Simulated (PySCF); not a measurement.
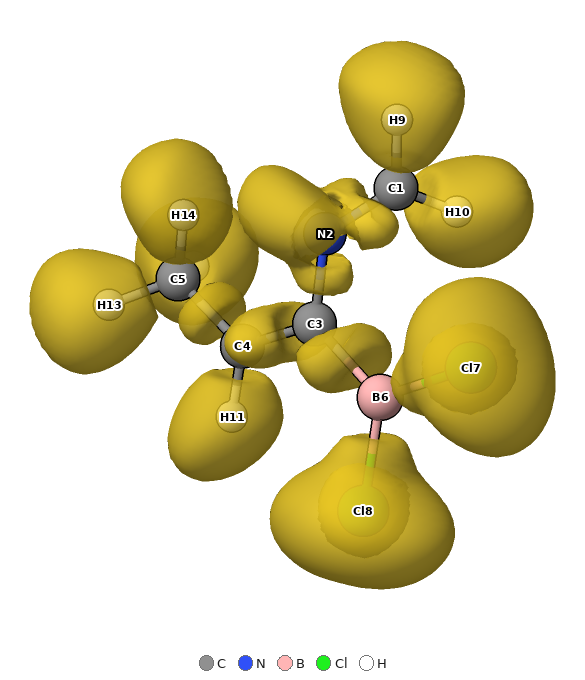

*C4H6BCl2N (SMILES C=N/C(=C\C)B(Cl)Cl). Isosurface of the electron localisation function at 0.75 (yellow), seen at a tilt. Only the valence region is drawn (cores and ρ < 0.01 e/Å³ removed).*

Geometry: GFN2-xTB.

Computed with PBE0/pcSseg-1, SCF density, gas phase, non-relativistic in PySCF 2.14.0.

```xyz
14

C     0.6976    2.0770   -0.0406
N     0.1644    1.0540    0.4478
C     0.4125   -0.2489    0.0249
C    -0.6442   -1.0342   -0.2878
C    -2.0486   -0.5562   -0.3258
B     1.8689   -0.8002    0.0463
Cl    3.1977    0.2148    0.4704
Cl    2.1966   -2.4503   -0.3195
H     0.4672    3.0309    0.4127
H     1.3655    2.0869   -0.9051
H    -0.4636   -2.0628   -0.5624
H    -2.3592   -0.3763   -1.3561
H    -2.7142   -1.3099    0.0900
H    -2.1413    0.3746    0.2285
```

### Identify the bonds, lone pairs and shells in this picture.

The ELF exceeds this value in one region between bonded B–C atoms (shared pairs), two regions between bonded C–C atoms (shared pairs), six regions around hydrogen nuclei, two regions on Cl in which the atom's valence shell and bonds are merged and one region on N in which the atom's valence shell and bonds are merged. Profiles from the grid: C–N (1.25 Å): the ELF peaks at about 0.90 between the atoms: a short, multiple covalent bond. C–C (1.35 Å): the ELF peaks at about 0.95 between the atoms (a covalent bond).
